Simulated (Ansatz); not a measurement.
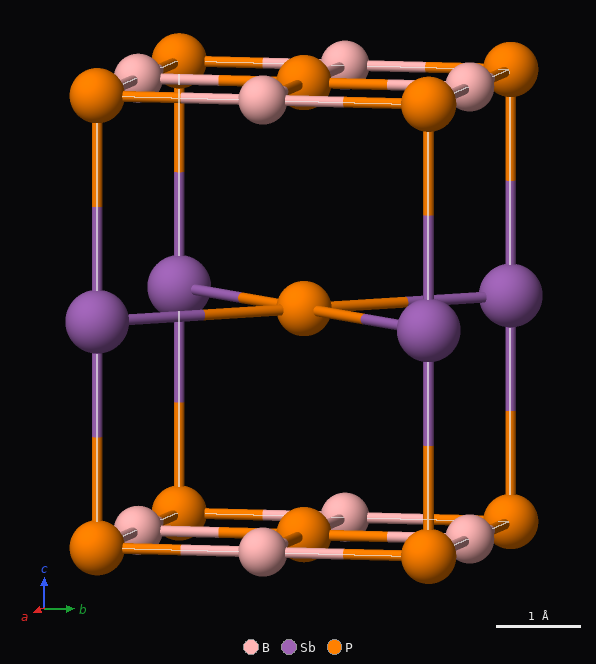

View slightly off an axis, drawn as a ball-and-stick model. The lines enclose the simulation cell; boundary atoms appear with their images.

Input used:
```yaml
crystal:
  lattice:
    - [4.0912625691, 0.0, 0.0]
    - [0.0, 4.0912625691, 0.0]
    - [0.0, 0.0, 5.4464576398]
  atoms:
    - { symbol: B, position: [0.0, 0.5, 0.0] }
    - { symbol: B, position: [0.5, 0.0, 0.0] }
    - { symbol: Sb, position: [0.0, 0.0, 0.5] }
    - { symbol: P, position: [0.5, 0.5, 0.0] }
    - { symbol: P, position: [0.0, 0.0, 0.0] }
    - { symbol: P, position: [0.5, 0.5, 0.5] }
basis:
  ecutwfc: 420
kpoints:
  mp_grid: { grid: [10, 10, 8] }
  band_path:
    path:
      - [[0.0, 0.0, 0.0], [0.0, 0.5, 0.0], [0.5, 0.5, 0.0], [0.0, 0.0, 0.0], [0.0, 0.0, 0.5], [0.0, 0.5, 0.5], [0.5, 0.5, 0.5], [0.0, 0.0, 0.5]]
      - [[0.0, 0.5, 0.0], [0.0, 0.5, 0.5]]
      - [[0.5, 0.5, 0.0], [0.5, 0.5, 0.5]]
    npoints: 14
hamiltonian:
  xc: pbe
scf:
  occupations: { method: gaussian, width: 0.1 }
  n_extra_bands: 15
output:
  forces: true
  stress: true
  eigenvalues: true
  populations: true
  dos: { projected: true, de: 0.02, nscf_kmesh: { grid: [12, 12, 10] } }
  bader: true
  write_density: true
  write_potential: true
  elf: true
  volumetric_format: npy
```
Run as:
```sh
ansatz run input.yaml --threads 1 --pin off --max-ram 2560MiB --backend cpu --events-out ev --progress --plain --runs-dir out
```

Electronic-structure method: DFT PBE, scalar-relativistic, plane waves, PAW in Ansatz. Parameters: 420 eV cutoff, k-grid 10×10×8, Gaussian smearing of 0.1 eV, no spin polarisation.

What charge does Bader's analysis assign to each element?

Answer. B +0.05 e; Sb +0.66 e; P -0.42 to -0.09 e.

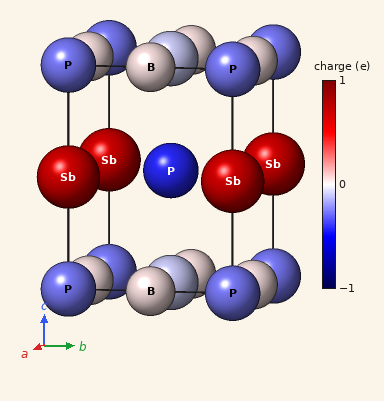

The atoms coloured by those charges.

The cell started as a structure type filled with these elements by a generator (whether the compound takes this form wasn't checked). Earlier steps of the study, as a rule a relaxation of our own, may have changed the cell and positions, so they can lie some per cent off the listed ones. Ansatz was used for an electronic-structure calculation on it.
